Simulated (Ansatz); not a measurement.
The calculation's input:

```
crystal:
  lattice:
    - [-1.9659731, 1.9659731, 13.8875556]
    - [1.9659731, -1.9659731, 13.8875556]
    - [1.9659731, 1.9659731, -13.8875556]
  atoms:
    - { symbol: Zn, position: [0.702238, 0.702238, 0.0] }
    - { symbol: Zn, position: [0.297762, 0.297762, 0.0] }
    - { symbol: Zn, position: [0.893476, 0.893476, 0.0] }
    - { symbol: Zn, position: [0.5, 0.5, 0.0] }
    - { symbol: Zn, position: [0.106524, 0.106524, 0.0] }
    - { symbol: Se, position: [0.446779, 0.946779, 0.5] }
    - { symbol: Se, position: [0.053221, 0.553221, 0.5] }
    - { symbol: S, position: [0.25, 0.75, 0.5] }
    - { symbol: S, position: [0.84562, 0.34562, 0.5] }
    - { symbol: S, position: [0.65438, 0.15438, 0.5] }
basis:
  ecutwfc: 500
kpoints:
  mp_grid: { grid: [10, 10, 10] }
  band_path:
    path:
      - [[0.0, 0.0, 0.0], [0.0, 0.0, 0.5], [0.25, 0.25, 0.25], [0.0, 0.5, 0.0], [0.0, 0.0, 0.0], [0.5, 0.5, -0.5], [0.25501007, 0.74498993, -0.25501007]]
      - [[-0.25501007, 0.25501007, 0.25501007], [0.0, 0.0, 0.0]]
      - [[0.0, 0.0, 0.5], [-0.01002013, 0.01002013, 0.5]]
      - [[0.5, 0.5, -0.01002013], [0.5, 0.5, -0.5]]
    npoints: 14
hamiltonian:
  xc: r2scan
scf:
  occupations: { method: gaussian, width: 0.02 }
  n_extra_bands: 25
output:
  forces: true
  stress: true
  eigenvalues: true
  populations: true
  dos: { projected: true, de: 0.02, nscf_kmesh: { grid: [15, 15, 15] } }
  bader: true
  write_density: true
  write_potential: true
  elf: true
  volumetric_format: npy
```

Run with:

```sh
ansatz run input.yaml --threads 4 --pin off --max-ram 8192MiB --backend cpu --events-out ev --progress --plain --runs-dir out
```

Below, planes, directions and counts refer to the conventional cell (a = 3.93 Å, b = 3.93 Å, c = 27.78 Å, α = 90.00°, β = 90.00°, γ = 90.00°).

Space group I-4m2; a structure generated by program, which may or may not match a known phase; computed pressure about −2 GPa in this cell.

Method: DFT r2SCAN, scalar-relativistic, plane waves, PAW in Ansatz.

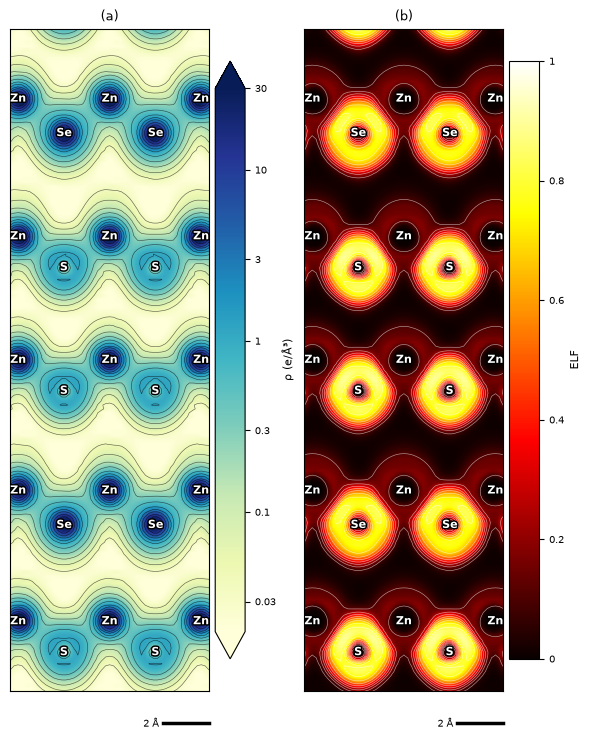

Zn$_{5}$Se$_{2}$S$_{3}$. (a) valence electron density; (b) electron localisation function on the (010) plane of the conventional cell.

**Interpret the plot.**

- The section cuts through Zn, Se and S sites.
- Zn–S (2.37 Å): ρ is about 0.49 e/Å³ halfway; the ELF peaks at about 0.90 in the valence shell of S, 0.8 Å from its nucleus, and is about 0.60 at the midpoint.
- Zn–Se (2.46 Å): the density is about 0.46 e/Å³ at the midpoint; the ELF is about 0.60 at the midpoint.
- Between the atoms the lowest density in this plane is 0.009 e/Å³.
